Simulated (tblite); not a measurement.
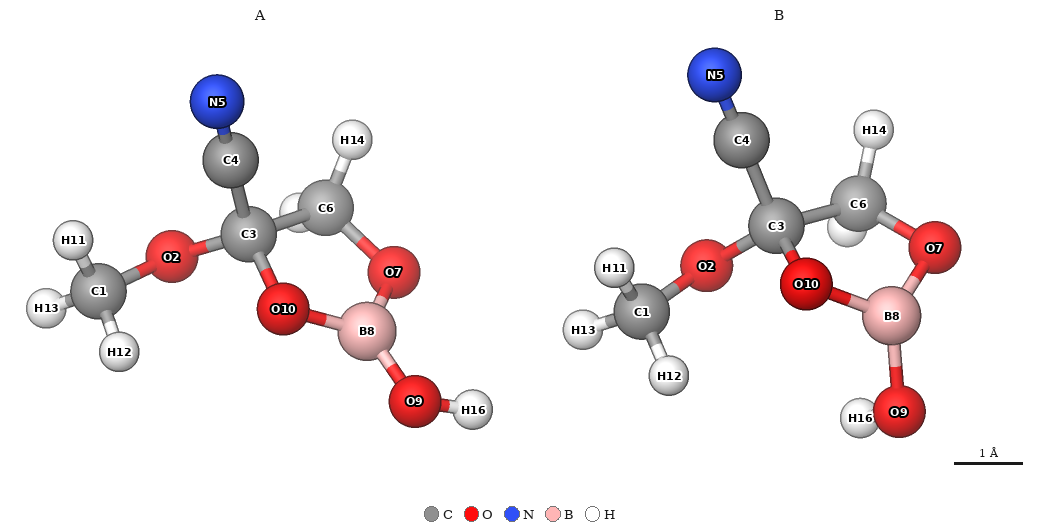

Two geometries of C4H6BNO4, drawn at one scale. One is the start of a relaxation, the other its converged end. A ball-and-stick model, seen at a tilt.

The calculation used GFN2-xTB geometry optimisation, gas phase (tblite). 

### Which of the two is the end point?

Structure A is the relaxed one. Over 89 geometry steps the energy falls by 184.0 kJ/mol. The largest move after the best rigid fit is that of an H atom, 2.12 Å. Largest moves by element: H 2.12 Å, O 0.72 Å, N 0.69 Å, C 0.47 Å, B 0.43 Å. Some distances before and after: B–O 1.469 → 1.333 Å, B–O 1.459 → 1.377 Å, C–O 1.431 → 1.394 Å, H–O 0.984 → 0.957 Å. Bond angles that change, for instance: B–O–H 105.0° → 114.8°, C–O–B 100.5° → 109.0°, C–O–B 100.5° → 108.8°. The run took 1.1 s on 1 thread of Arm Neoverse N1, on a shared host.
